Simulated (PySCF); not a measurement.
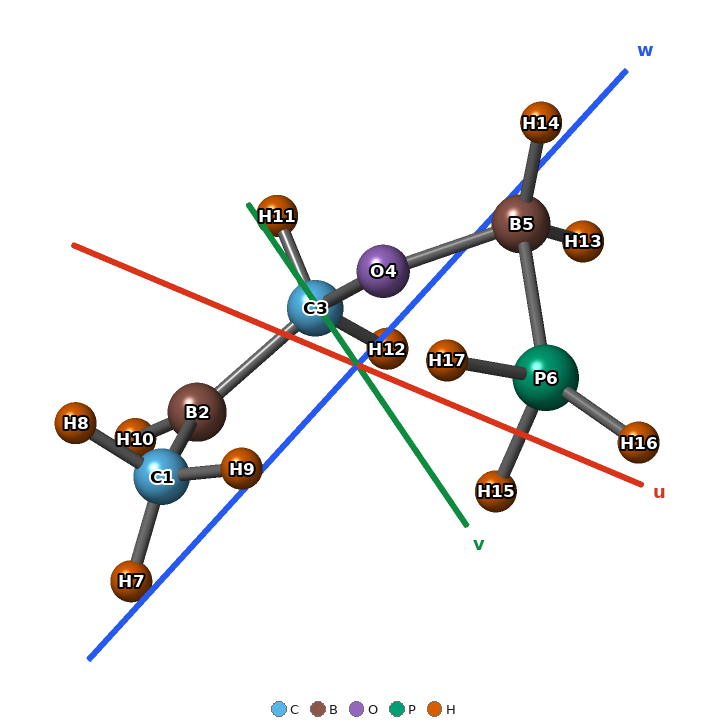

The lines u, v and w are the principal axes of the static dipole polarisability. Computed geometry: GFN2-xTB optimisation. No frequency run is at hand to confirm it as a minimum. Level of theory: ωB97X-D/def2-SVPD (PySCF 2.14.0).

Along which axis is the molecule most polarisable, and along which least?

Answer. Most along u, least along v.

Give the three principal values.

Answer. u 99.5, v 71.1, w 89.9 bohr³; mean 86.9, anisotropy 25.0 bohr³.

The geometry is semi-empirical. Around B, P such bond lengths and angles can be off by a tenth of an ångström or more and by several degrees, and values that hang on the shape move with them.
